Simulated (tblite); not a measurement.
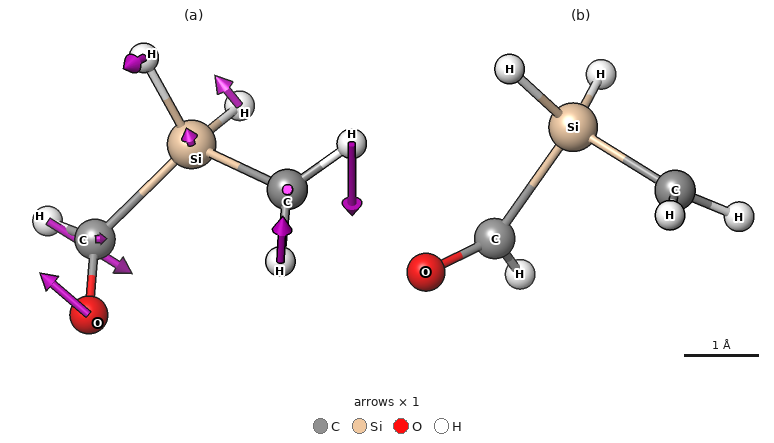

The structure of C₂H₅OSi (multiplicity 2) before (left) and after (right) a relaxation, at one scale. The purple arrows give the displacements, at their true length.

The picture is a ball-and-stick view, seen at a tilt.

Computed with GFN2-xTB geometry optimisation, gas phase in tblite 0.8.0. 

### Summarise the run.

An H atom moves most after the best rigid fit: 1.37 Å. Largest moves by element: H 1.37 Å, O 0.89 Å, Si 0.28 Å, C 0.17 Å. Among the contacts that change: C–Si 1.894 → 1.945 Å, H–Si 1.487 → 1.465 Å, C–Si 1.805 → 1.823 Å, C–O 1.212 → 1.198 Å. Bond angles that change, for instance: C–Si–C 114.9° → 101.3°, H–Si–H 105.3° → 113.0°, C–Si–H 108.0° → 114.5°. Groups turn about C–Si by about 80°. After 127 geometry steps the energy has fallen by 23.7 kJ/mol.
